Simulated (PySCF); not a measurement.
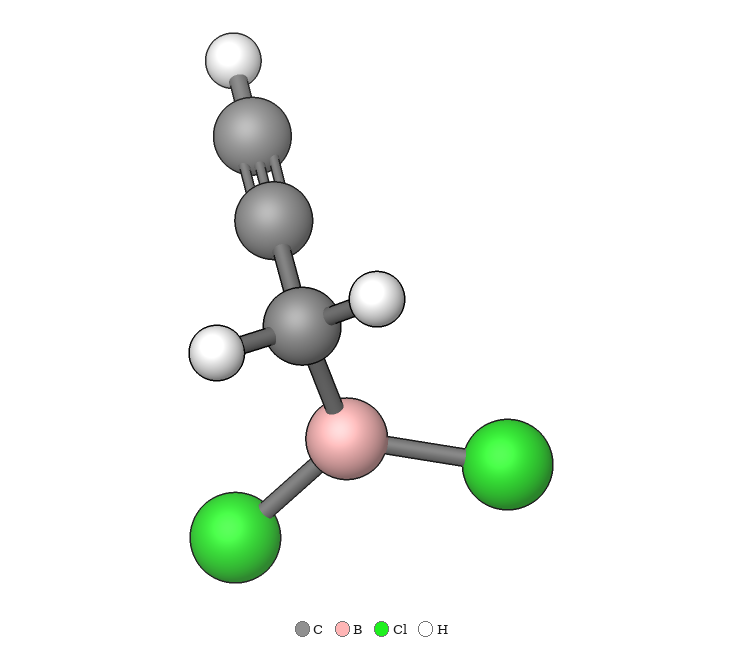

A ball-and-stick model of a molecule.

What is the molecular formula?

Answer. C3H3BCl2, 9 atoms: 3 carbon, 3 hydrogen, 1 boron and 2 chlorine.

Describe its rings.

Answer. It has no ring.

Name some functional groups or characteristic bonds that it holds.

Answer. Among them: alkyne.

Count the bonded pairs by element.

Answer. 3 C–H, 2 C–C, 2 B–Cl, 1 C–B.

Give a SMILES string for it.

Answer. C#CCB(Cl)Cl

The parts below concern this one geometry. Atoms keep their numbers from picture to picture. The geometry was computed by an optimisation with PBE0-D3(BJ)/def2-SVP. No frequency run is at hand to confirm it as a minimum.

Geometry

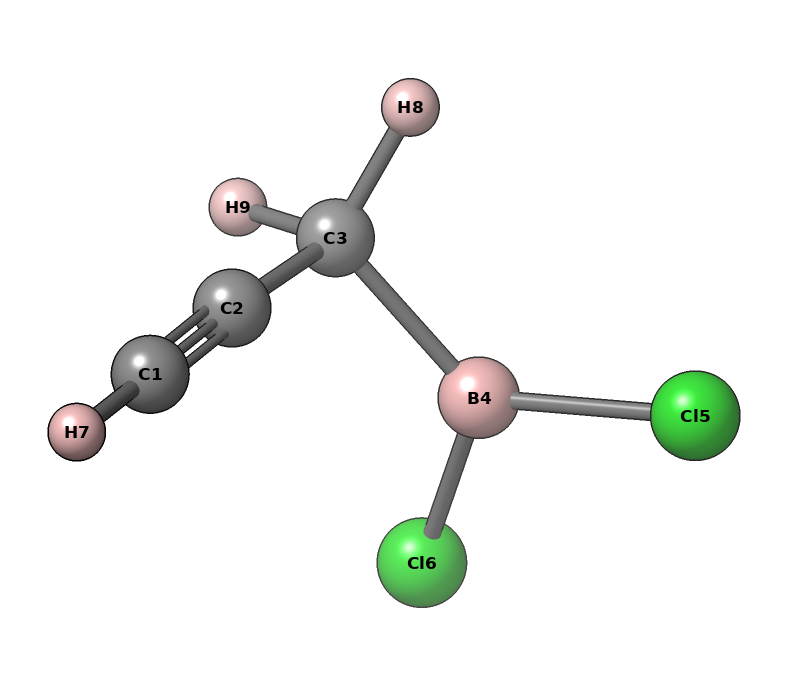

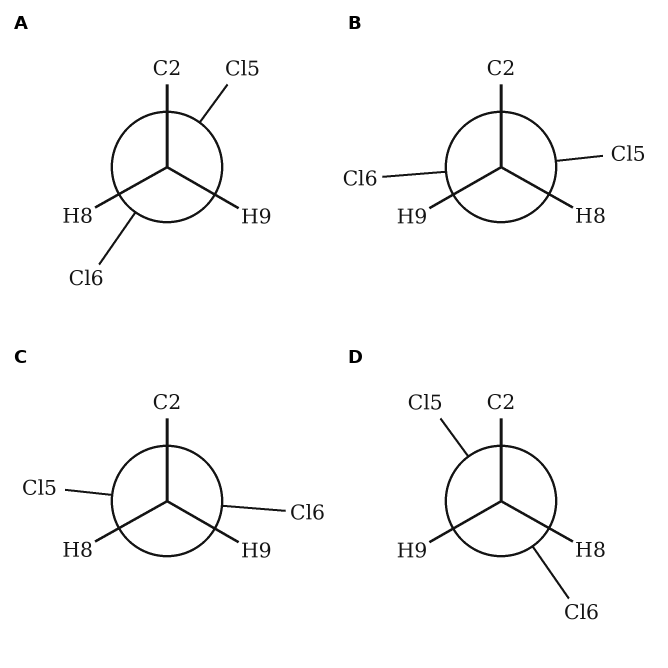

Distant atoms are faded towards the background colour. Bonds that would overlap in a projection are set slightly apart. No frequency run is at hand to confirm it as a minimum.

Which Newman projection shows the view along C3–B4, with C3 in front?

Answer. C. The torsion angle C2–C3–B4–Cl5 is −84°, about perpendicular.

Electronic properties

No frequency run is at hand to confirm it as a minimum. Properties computed with BLYP/pcSseg-2, gas phase (PySCF 2.14.0).

Predict the main results.

- dipole moment: 0.96 D
- HOMO energy (Kohn–Sham orbital): −6.51 eV
- LUMO energy (Kohn–Sham orbital): −2.37 eV
- HOMO–LUMO gap: 4.14 eV

NMR shielding

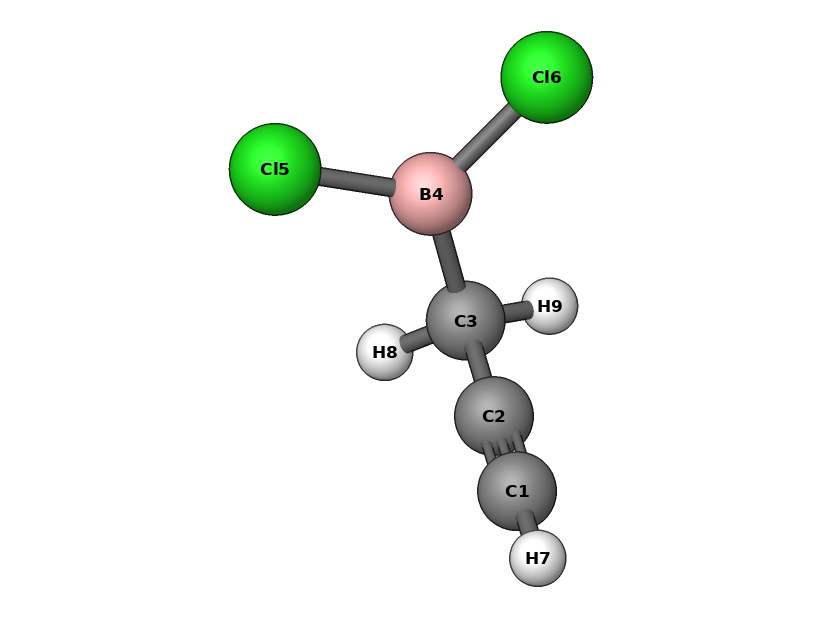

The questions are on isotropic NMR shieldings of the H atoms. No frequency run is at hand to confirm it as a minimum. Level of theory: GIAO KT2/pcSseg-2 NMR shielding, non-relativistic, gas phase (PySCF 2.14.0).

List the isotropic NMR shieldings of the H atoms.

```csv
atom,σ (ppm)
H7,29.19
H8,28.53
H9,28.51
```

Quadrupole coupling

No frequency run is at hand to confirm it as a minimum. Electric field gradients from the ground-state density, B3LYP/6-31G* (PySCF 2.14.0), non-relativistic apart from any core potentials.

Give the largest field-gradient component, the quadrupole coupling constant and the asymmetry for 11B at B4 (Q = 40.59 mb), 35Cl at Cl5 (Q = −81.7 mb), 35Cl at Cl6 (Q = −81.7 mb), 2H at H7 (Q = 2.86 mb), 2H at H8 (Q = 2.86 mb), 2H at H9 (Q = 2.86 mb).

| atom | V_zz (a.u.) | e²qQ/h (MHz) | η |
| --- | --- | --- | --- |
| B4 | 0.342 | 3.26 | 0.62 |
| Cl5 | 2.075 | −39.8 | 0.60 |
| Cl6 | 2.064 | −39.6 | 0.62 |
| H7 | 0.321 | 0.216 | 0.00 |
| H8 | 0.274 | 0.184 | 0.01 |
| H9 | 0.274 | 0.184 | 0.02 |
